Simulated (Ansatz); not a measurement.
# Hf2CF2 monolayer: phonons and vibrational spectra

Aim: the phonons of Hf2CF2 monolayer at a cell relaxed beforehand at this level. After the zone centre comes a 4×4×1 q mesh on a 12×12×1 k mesh.

Program: Ansatz 0.2.0. Level of theory: DFT PBE, scalar-relativistic, plane waves, PAW. Results are calculated unless marked as measured.

## 1. Starting point

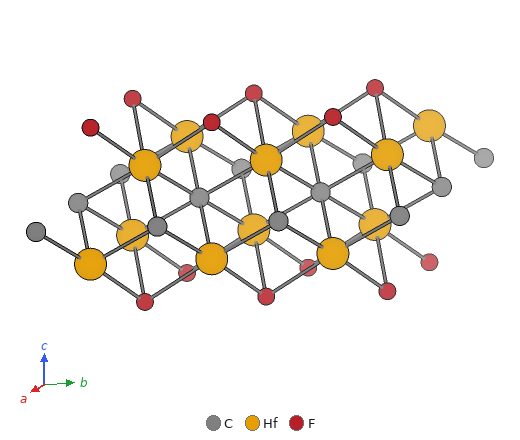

The starting structure, seen slightly off an axis (carbon grey, hafnium orange, fluorine red). 2×3×1 cells are drawn. Some periodic images of atoms are drawn too.

The cell holds 5 atoms: 1 C, 2 Hf and 2 F. Cell: a = 3.275 Å, b = 3.275 Å, c = 33.200 Å, α = 90.0°, β = 90.0°, γ = 120.0°. Vacuum lies along c.

## 2. Linear response at the zone centre

The cell comes from relaxations at this level that are not shown. The zone centre comes first: it holds the modes that light can see, as far as symmetry allows. No field response is asked, since the mesh shows no gap.

Contents of input.yaml:

```yaml
crystal:
  lattice:
    - [3.2752131515, 0.0, 0.0]
    - [-1.6376065758, 2.836417792, 0.0]
    - [0.0, 0.0, 33.2]
  atoms:
    - { symbol: C, position: [0.0, 0.0, 0.3012048193] }
    - { symbol: Hf, position: [0.3333333333, 0.6666666667, 0.3373399611] }
    - { symbol: Hf, position: [0.6666666667, 0.3333333333, 0.2650696774] }
    - { symbol: F, position: [0.6666666667, 0.3333333333, 0.3780609713] }
    - { symbol: F, position: [0.3333333333, 0.6666666667, 0.2243486672] }
  periodic: [true, true, false]
kpoints:
  mp_grid: { grid: [12, 12, 1] }
hamiltonian:
  xc: pbe
scf:
  occupations: { method: methfessel_paxton, width: 0.2 }
output:
  eigenvalues: true
phonons:
  method: dfpt
```

Launch:

```bash
$ ansatz run input.yaml --threads 4 --pin off --max-ram 14336MiB --backend cpu --events-out ev --progress --plain --runs-dir out
```

Numbers of over 12 decimals in the logs are rounded to 6 here.

Log:

```text
Warning: crystal.symmetry: narrowed to the stabiliser of the run's FFT grids — unitary ops 12 → 6. A phonons.method: dfpt run fills in the rows of the dynamical matrix that it does not solve by its symmetry operations, which is exact only for operations that map its FFT grids onto themselves: filled in by any other, the frequencies could depend on the order in which like atoms are typed, or, by more than the grids' own error, on where the crystal sits among the grids' points. Excluded: 6 operations. The run can therefore solve more perturbations, solve them on more k-points, or both, and cost more. [rest of the remark cut]
Engine: ansatz 0.2.0, aarch64-unknown-linux-gnu
Pseudopotentials: kind: paw
Pseudopotential: C, paw, valence charge 4, recommended cutoff 420 eV (normal), C.paw.azcp
Pseudopotential: Hf, paw, valence charge 26, recommended cutoff 420 eV (normal), Hf.paw.azcp
Pseudopotential: F, paw, valence charge 7, recommended cutoff 420 eV (normal), F.paw.azcp
Functional definition: PBE
  parameter kappa = 0.804
  parameter beta = 0.066725
  exchange = pbe_x(kappa = kappa, mu = beta*pi^2/3)
  correlation = pbe_c(beta = beta)
Crystal: 5 atoms, lattice volume = 308.424 Å³
Basis set: ecut = 420 eV, 6159 PW (Γ), exchange–correlation on 48×48×450 points (8 copies of the dense FFT grid, shifted against one another)
Bands: 42, of which v1, the nominal top of the filled ones, is band 35 counted from 1 (34 counted from 0)
Symmetry: 12 space group operations
k-points: 43 of 144 (irreducible under 2 space group operations, time reversal used)
Non-local potential: C, projectors of the file, l = 0: 2, l = 1: 2, l = 2: 1
Non-local potential: Hf, projectors of the file, l = 0: 3, l = 1: 2, l = 2: 2, l = 3: 3
Non-local potential: F, projectors of the file, l = 0: 2, l = 1: 2, l = 2: 1
PAW form: soft (Blöchl's): semilocal exchange-correlation on the pseudo side does not see the compensation charge
PAW one-centre angular grid: C, 110 points (default); XC on 64 Gauss nodes
PAW one-centre angular grid: Hf, 590 points (default); XC on 64 Gauss nodes
PAW one-centre angular grid: F, 110 points (default); XC on 64 Gauss nodes
Initial density: superposition of atomic densities (neutral atoms: chi_scale 0, normalization atom), corrected by the library's trained network
Initial wavefunctions: pseudopotential atomic-orbital guess
Functional: x = pbe(κ = 0.804, μ = 0.219515), c = pbe(β = 0.066725)
SCF iter   1: F=—  HF=-33315.664258 eV  |F-HF|=—  |Δ(HF+E_count)|=         —  Δρ=3.84e-3  dr2=4.37e-2  ethr=1.77e-3  ⟨swp⟩=9.4  Hψ=9588  notcnv=0
preconditioner: auto → LDOS  [metal: Δε(μ)=0.052 eV  Ē_g=17.759 eV  σ=0.200 eV  W_gap=0.22  n_scr=22 (ndim 8)  ℏωp=17.2 eV  f_vac=0.779  D(μ)=1.31/eV (n_scr^D=8)  β→1.0]
SCF iter   2: F=—  HF=-33315.665574 eV  |F-HF|=—  |Δ(HF+E_count)|=   1.32e-3  S|Δr|=    0.00e0  Δρ=3.97e-3  dr2=3.40e-2  ethr=6.24e-5  ⟨swp⟩=3.7  Hψ=5259  notcnv=0  defer=55
SCF iter   3: F=—  HF=-33315.656654 eV  |F-HF|=—  |Δ(HF+E_count)|=   8.92e-3  S|Δr|=    0.00e0  Δρ=5.92e-4  dr2=1.16e-3  ethr=4.86e-5  ⟨swp⟩=2.7  Hψ=3082  notcnv=0  defer=55
SCF iter   4: F=—  HF=-33315.656367 eV  |F-HF|=—  |Δ(HF+E_count)|=   2.88e-4  S|Δr|=    0.00e0  Δρ=1.03e-4  dr2=2.57e-5  ethr=1.66e-6  ⟨swp⟩=4.3  Hψ=4891  notcnv=0  defer=55
SCF iter   5: F=—  HF=-33315.656377 eV  |F-HF|=—  |Δ(HF+E_count)|=   9.73e-6  S|Δr|=    0.00e0  Δρ=5.15e-5  dr2=6.62e-6  ethr=3.68e-8  ⟨swp⟩=3.8  Hψ=4866  notcnv=0  defer=55
SCF iter   6: F=—  HF=-33315.656375 eV  |F-HF|=—  |Δ(HF+E_count)|=   1.44e-6  S|Δr|=    0.00e0  Δρ=1.82e-5  dr2=1.14e-6  ethr=9.45e-9  ⟨swp⟩=2.9  Hψ=3897  notcnv=0  defer=55
SCF iter   7: F=—  HF=-33315.656196 eV  |F-HF|=—  |Δ(HF+E_count)|=   1.79e-4  S|Δr|=    0.00e0  Δρ=7.59e-6  dr2=1.36e-7  ethr=1.63e-9  ⟨swp⟩=3.4  Hψ=4390  notcnv=0  defer=5
SCF iter   8: F=—  HF=-33315.656196 eV  |F-HF|=—  |Δ(HF+E_count)|=   1.93e-7  S|Δr|=    0.00e0  Δρ=1.88e-6  dr2=8.64e-9  ethr=1.95e-10  ⟨swp⟩=3.0  Hψ=3894  notcnv=0  defer=5
SCF iter   9: F=—  HF=-33315.656197 eV  |F-HF|=—  |Δ(HF+E_count)|=   3.90e-8  S|Δr|=    0.00e0  Δρ=6.01e-7  dr2=5.53e-10  ethr=1.23e-11  ⟨swp⟩=3.7  Hψ=3934  notcnv=0  defer=5
SCF iter  10: F=—  HF=-33315.656197 eV  |F-HF|=—  |Δ(HF+E_count)|=   2.01e-8  S|Δr|=    0.00e0  Δρ=1.87e-7  dr2=6.21e-11  ethr=1.00e-12  ⟨swp⟩=3.2  Hψ=4055  notcnv=0  defer=5
SCF iter  11: F=-33315.656197 eV  HF=-33315.656197 eV  |F-HF|=4.37e-11  |Δ(HF+E_count)|=   1.27e-9  S|Δr|=    0.00e0  Δρ=2.68e-8  dr2=8.81e-13  ethr=1.00e-12  ⟨swp⟩=22.2  Hψ=16680  notcnv=0
SCF 1 converged in 11 iterations: F = -33315.656197 eV  dr2 = 8.81e-13
  greatest PAW one-centre occupation: 0.998 electrons in one spin orbital (limit 2), on the Hf atom at site 2 (counted from 0), in its partial waves of l = 0
DFPT response loops at Γ: preconditioner auto → none (partly filled bands, converged f_vac=0.781); β = 0.50; Broyden in place of MSR1
SCF converged after 11 iterations
Stability not checked: this state was not tested for a lower state beside it, because cold or Methfessel-Paxton smearing, or corrected tetrahedra, fill the levels in a way that the test cannot read (fill_not_monotonic; see scf.lower_state_search)
Free energy (F): -33315.656197 eV
Harris-Foulkes:  -33315.656197 eV  (|F-HF|=4.37e-11)
Internal energy: -33315.654307 eV  (E = F + TS)
E sigma→0 (E₀):  -33315.655724 eV
Entropy (-TS):   -0.001889 eV (-0.378 meV/atom)
Fermi energy:    -3.726090 eV
--- Per-component energies (eV) ---
  E_band       = -1484.393118
  E_kinetic    = 1350.802038
  E_local      = -319733.683055  (includes V_loc(G=0)·N_el)
  E_nonlocal   = -2314.791318
  E_hartree    = 158650.496122
  E_xc         = -809.007418
  E_vxc        = -798.490824  (∫ρ·V_xc dr)
  E_paw        = -14353.863428  (= ΣΔE_a)
  E_vpaw       = 2710.773672  (= ΣTr[D̂ρ^β])
  E_aug_tail   = 0.004098  (compensation charges beyond the density's cutoff)
  E_ewald      = 143894.388653
  E_smearing   = -0.001889  (= −TS)
  E_closure    = -0.000000  (closes the sum)
  Σ components = -33315.656197   (vs F -33315.656197, Δ=0.00e0)
--- Band table (eV; the first three rows and the last of 43) ---
  k-point 0: bands = [... 31 lower, -8.5673, -7.1006, -7.1006, -3.4713, -3.4713, -3.0701, -2.2703, -2.1639, ... 3 higher]
  k-point 1: bands = [... 31 lower, -8.4922, -7.3412, -7.1190, -3.7832, -3.3094, -3.0220, -2.0566, -2.0227, ... 3 higher]
  k-point 2: bands = [... 31 lower, -8.3188, -7.8371, -7.1524, -4.3936, -2.8758, -2.8454, -1.9001, -1.6916, ... 3 higher]
  k-point 42: bands = [... 31 lower, -8.6360, -8.0691, -7.5560, -3.7587, -3.7150, -0.7750, -0.7096, -0.6865, ... 3 higher]
  ° read free of the cell's end (the report's vacuum.weakly_bound_levels)
--- Phonons (Γ-DFPT): 10 representative perturbations + reference, on 43 of 144 k-points (Σ response iterations 53) ---
  ASR residual: 3.253e-5 → 0.000e0 eV/Å²; symmetrization residual: 7.736e-6 eV/Å²
  The last average, over the group as it would stand without the narrowing to the FFT grids, took up to 4.992e-7 eV/Å² of the zone centre's force constants
  ASR residual per site (eV/Å²): 3.25e-5 1.95e-5 1.97e-5 1.74e-5 1.80e-5
  Γ frequencies (cm⁻¹): 0.00 0.00 0.00 129.28 129.28 185.20 193.89 193.89 207.06 207.06 385.68 385.81 592.62 661.22 661.22
  non-analytic LO–TO correction: not included (Born effective charges unavailable; polar crystals: no LO–TO splitting at Γ)
```

It took 2.8 min on 4 threads of Arm Neoverse V2, shared host; peak memory 2 GiB.

This step gave:

```
gap on the k-mesh                                       : 0 eV
sum-rule residual before enforcement                    : 3.25e-5 eV/Å²
point group                                             : -3m
area per atom                                           : 1.858 Å²
highest optical mode at the zone centre (no LO-TO term) : 661.2 cm⁻¹
lowest optical zone-centre mode                         : 129.3 cm⁻¹
```

Patterns of degenerate modes are one choice out of their space. The modes at Γ (shares of kinetic energy by element, %):

| mode | frequency (cm⁻¹) | symmetry | C % | Hf % | F % |
| --- | --- | --- | --- | --- | --- |
| 1 | 0.0 | acoustic | 3 | 88 | 9 |
| 2 | 0.0 | acoustic | 3 | 88 | 9 |
| 3 | 0.0 | acoustic | 3 | 88 | 9 |
| 4 | 129.3 | Eg | 0 | 96 | 4 |
| 5 | 129.3 | Eg | 0 | 96 | 4 |
| 6 | 185.2 | A1g | 0 | 87 | 13 |
| 7 | 193.9 | Eg | 0 | 4 | 96 |
| 8 | 193.9 | Eg | 0 | 4 | 96 |
| 9 | 207.1 | Eu | 0 | 9 | 91 |
| 10 | 207.1 | Eu | 0 | 9 | 91 |
| 11 | 385.7 | A1g | 0 | 13 | 87 |
| 12 | 385.8 | A2u | 1 | 8 | 90 |
| 13 | 592.6 | A2u | 96 | 4 | 0 |
| 14 | 661.2 | Eu | 97 | 3 | 0 |
| 15 | 661.2 | Eu | 97 | 3 | 0 |

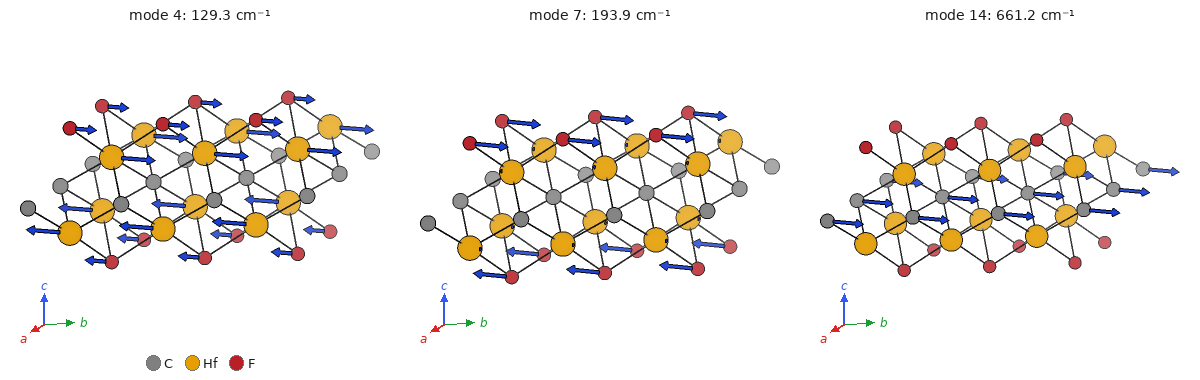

Displacement patterns of modes 4, 7 and 14 at Γ; arrows are exaggerated. 2×3×1 cells are drawn. Some periodic images of atoms are drawn too.

Before it was imposed, the acoustic sum rule was missed by 3.3e-5 eV/Å². Small misses are needed for a sound result but don't prove that mesh and cutoff are converged. The lowest optical mode is real, 129 cm⁻¹.

## 3. Phonons on a q mesh

Stability and thermal properties need the whole zone. Linear response on a 4×4×1 q mesh gives force constants as far as a supercell of that size would.

input.yaml: that of step 2 with these lines changed.

```diff
@@ -22 +22,10 @@
   method: dfpt
+  qmesh: [4, 4, 1]
+  temperatures: { t_max: 1000, t_step: 50 }
+  qpath:
+    path:
+      - [0.0, 0.0, 0.0]
+      - [0.5, 0.0, 0.0]
+      - [0.33333333, 0.33333333, 0.0]
+      - [0.0, 0.0, 0.0]
+    npoints: 10
```

Log:

```text
[...]
Crystal: 5 atoms, lattice volume = 308.424 Å³
Basis set: ecut = 420 eV, 6159 PW (Γ), exchange–correlation on 48×48×450 points (8 copies of the dense FFT grid, shifted against one another)
Bands: 42, of which v1, the nominal top of the filled ones, is band 35 counted from 1 (34 counted from 0)
Symmetry: 12 space group operations
k-points: 19 of 144 (irreducible under 6 space group operations, time reversal used)
[...]
SCF iter   1: F=—  HF=-33315.664737 eV  |F-HF|=—  |Δ(HF+E_count)|=         —  Δρ=3.81e-3  dr2=4.31e-2  ethr=1.77e-3  ⟨swp⟩=9.8  Hψ=4317  notcnv=0
[...]
SCF iter  11: F=-33315.656197 eV  HF=-33315.656197 eV  |F-HF|=1.46e-10  |Δ(HF+E_count)|=  7.86e-10  S|Δr|=    0.00e0  Δρ=2.10e-8  dr2=6.16e-13  ethr=1.00e-12  ⟨swp⟩=21.8  Hψ=7370  notcnv=0
SCF 1 converged in 11 iterations: F = -33315.656197 eV  dr2 = 6.16e-13
[...]
phonons: the bands overlap, so this run is a metal and interpolates without the dipole-dipole term. If the crystal is really an insulator or semiconductor, its LO-TO splitting is missing
NSCF: frozen V_eff on 19 k-points
WARN: eigensolver did not converge (k=1): 1 band(s) unlocked after 2 eigensolves, warm-restarted (20 sweeps on the last) at ethr=2.05e-12 eV (storage-precision floor; scheduled 1.00e-12 eV) (lowest unlocked band 41, counted from 0; max residual 7.03e-6 eV among the unlocked bands, 7.03e-6 eV over every band; other slots of this pass that fall short are told together in one closing line; warning suppressed until the next SCF loop or pass starts)
WARN: eigensolver did not converge in 5 slots of this pass, the one above among them; of largest residual over every band (k=4): 1 band(s) unlocked (lowest unlocked band 41, counted from 0; max residual 5.08e-3 eV among the unlocked bands, 5.08e-3 eV over every band); of lowest unlocked band (k=1): band 41
[...]
DFPT response loops at q = (0, 0, 0) (fractional): preconditioner auto → none (partly filled bands, converged f_vac=0.781); β = 0.50; Broyden in place of MSR1
[...]
SCF converged after 11 iterations
[...]
Free energy (F): -33315.656197 eV
[...]
Internal energy: -33315.654307 eV  (E = F + TS)
E sigma→0 (E₀):  -33315.655724 eV
Entropy (-TS):   -0.001889 eV (-0.378 meV/atom)
Fermi energy:    -3.726090 eV
[...]
--- Band table (eV; the first three rows and the last of 19) ---
  k-point 0: bands = [... 31 lower, -8.5673, -7.1006, -7.1006, -3.4713, -3.4713, -3.0701, -2.2703, -2.1639, ... 3 higher]
  k-point 1: bands = [... 31 lower, -8.4922, -7.3412, -7.1190, -3.7832, -3.3094, -3.0220, -2.0566, -2.0227, ... 3 higher]
  k-point 2: bands = [... 31 lower, -8.3188, -7.8371, -7.1524, -4.3936, -2.8758, -2.8454, -1.9001, -1.6916, ... 3 higher]
  k-point 18: bands = [... 31 lower, -8.4843, -8.4843, -7.4574, -3.2619, -2.4846, -2.4846, -0.7521, -0.1630, ... 3 higher]
  ° read free of the cell's end (the report's vacuum.weakly_bound_levels)
--- Phonons (Γ-DFPT): 10 representative perturbations + reference (Σ response iterations 51) ---
  ASR residual: 2.212e-5 → 0.000e0 eV/Å²; symmetrization residual: 3.143e-6 eV/Å²
[...]
ASR residual per site (eV/Å²): 2.21e-5 1.34e-5 1.50e-5 1.55e-5 1.76e-5
[...]
--- Phonons (arbitrary-q DFPT): 4 irreducible q on the 4×4×1 mesh ---
  q = [0.0000, 0.0000, 0.0000] (star 1, of the zone-centre solve; hermiticity 2.54e-7, symmetrization 8.28e-11, taken by the last average 3.59e-8): -0.00 0.00 0.00 129.28 129.28 185.20 193.89 193.89 207.06 207.06 385.68 385.81 592.62 661.22 661.22
  q = [0.0000, 0.2500, 0.0000] (star 6, 15 solved perturbations on 78 of 144 k-point pairs; hermiticity 2.36e-7, symmetrization 2.56e-10, taken by the last average 4.87e-8): 65.79 82.97 122.16 130.30 150.29 178.70 201.92 206.55 207.34 209.14 347.57 350.64 582.99 662.54 669.86
[...]
q = [0.2500, 0.2500, 0.0000] (star 6, 10 solved perturbations in 1110 linear systems a pass and spin channel, the states on 144 of 144 k-point pairs; hermiticity 1.25e-7, symmetrization 6.77e-11, taken by the last average 4.99e-7): 115.94 129.34 130.98 143.09 153.35 161.89 196.05 197.85 217.36 222.35 322.60 326.65 584.81 636.27 651.59
  sum rule: each row above includes the acoustic sum rule's correction from the zone centre's row sums; it moved no ω² by more than (0.71 cm⁻¹)²
  mesh force constants: q→R imaginary residual 3.49e-18; ASR residual 2.212e-5 → 0.000e0 eV/Å²; symmetrization residual 1.421e-14 eV/Å²
  interpolated dispersion: 31 rows × 15 modes
  density of states and harmonic sums: on the 24×24×1 q-mesh, interpolated from the force constants of a 4×4×1 supercell (no non-analytic term)
  largest difference from the sums on the solved wave vectors: F 4.56e-2 eV, S 5.95e-5 and C_V 1.39e-5 eV/K
  zero-point energy: 0.257629 eV/cell   skipped modes (ω ≤ 0): 5, of them read as no rigid motion or as one in doubt: 2 (2.083e-2 modes/cell left out, lowest -4.93 cm⁻¹)   left out of the sums: 1.74e-3 of the cell's modes: C_V's classical limit lies that fraction below 3 k_B per atom; for a crystal, a wire or a layer, F and S can be off by more, and a phonons.interpolated_qmesh denser along its periods is the remedy for the sampling
```

Run time: 20 min. Hardware: 4 threads; peak memory 4 GiB.

This step gave:

| Property | Result |
| --- | --- |
| sum-rule residual before enforcement | 2.21e-5 eV/Å² |
| lowest frequency on the path | -5.365 cm⁻¹ |
| highest frequency on the path or at a solved wavevector | 670 cm⁻¹ |
| lowest mode on the q mesh (acoustic modes at Γ apart) | 53.21 cm⁻¹ |

Frequencies (cm⁻¹) solved at each irreducible wavevector; negative means imaginary. Frequencies by wavevector, by row:

| q in reciprocal lattice units | star | mode 1 | mode 2 | mode 3 | mode 4 | mode 13 | mode 14 | mode 15 |
| --- | --- | --- | --- | --- | --- | --- | --- | --- |
| 0 0 0 | 1 | 0 | 0 | 0 | 129.3 | 592.6 | 661.2 | 661.2 |
| 0 0.25 0 | 6 | 65.8 | 83 | 122.2 | 130.3 | 583 | 662.5 | 669.9 |
| 0 -0.5 0 | 3 | 53.2 | 122.2 | 132.3 | 135.2 | 589 | 622.2 | 658.9 |
| 0.25 0.25 0 | 6 | 115.9 | 129.3 | 131 | 143.1 | 584.8 | 636.3 | 651.6 |

Interpolated from a 4×4×1 q mesh. Phonon branches along the path, in cm⁻¹:

```
point  branch 1  branch 2  branch 3  branch 4  branch 12  branch 13  branch 14  branch 15
    Γ         0         0         0       129        386        593        661        661
    M        53       122       132       135        328        589        622        659
    K       129       137       137       148        320        588        635        635
    Γ         0         0         0       129        386        593        661        661
```

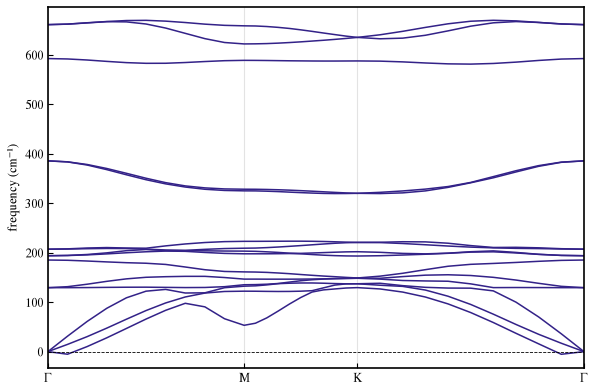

Phonon branches along the path.

[end of part 1 of 2]

[Logs are printed without paths, hosts, clocks, repeated set-up lines and the standing remarks that a program may print on its own settings, such as how far it seeks lower states.]

[Hosts, paths, dates, database ids (printed as entryN), source tags and the programs' standing remarks are cut or masked in the printed files.]
